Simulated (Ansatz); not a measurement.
Cost and result by functional for the adsorption energy of F on the 1x1 (110) surface of bcc Ta, one in a 2x2 cell, started at the site 'bridge Ta-Ta (span 3.3 Å)', in Ansatz (plane waves, PAW). Single points on the PBE structure, on one kind of machine; costs are rough ratios of the slab run's core time (references not counted) to the cheapest single point. r2SCAN's cost holds its higher cutoff (500 against 420 eV). Differences are taken against r2SCAN for comparison alone: no measured value is at hand, so the table doesn't rank accuracy.

Set-up: 17 atoms, 6.8 Å thick at the start under the adsorbate (thin: gaps and levels are the slab's own); mesh 5x5x1; 0.1 eV smearing; dipole correction on; 8 atoms held, the rest relaxed; symmetry of the start imposed; no spin, no spin-orbit, no U, no dispersion correction. At the end it is bonded to 4 Ta. In PBE this state lies 0.07 eV over the lowest of the starts that converged ('hollow Ta-Ta-Ta'). These notes are the PBE run's. Adsorption energies are against ½ F2(g). A negative adsorption energy means that the adsorbate is more stable on the surface than in its reference.

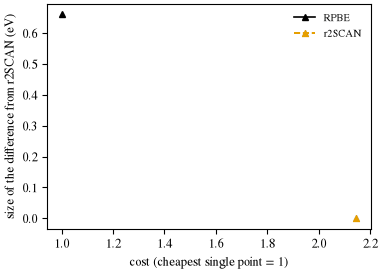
*Difference from r2SCAN against cost*

```
functional                     relative cost  adsorption energy (eV)  less r2SCAN (eV)
-----------------------------  -------------  ----------------------  ----------------
RPBE                                       1                   -4.26              0.66
r2SCAN                                     2                   -4.92              0.00
PBE (the relaxed run's value)              –                   -4.45              0.47
```

The values span 0.66 eV, while the single points' costs differ by a factor of roughly 2. Differences are of unrounded values.

Ansatz is an electronic-structure program.
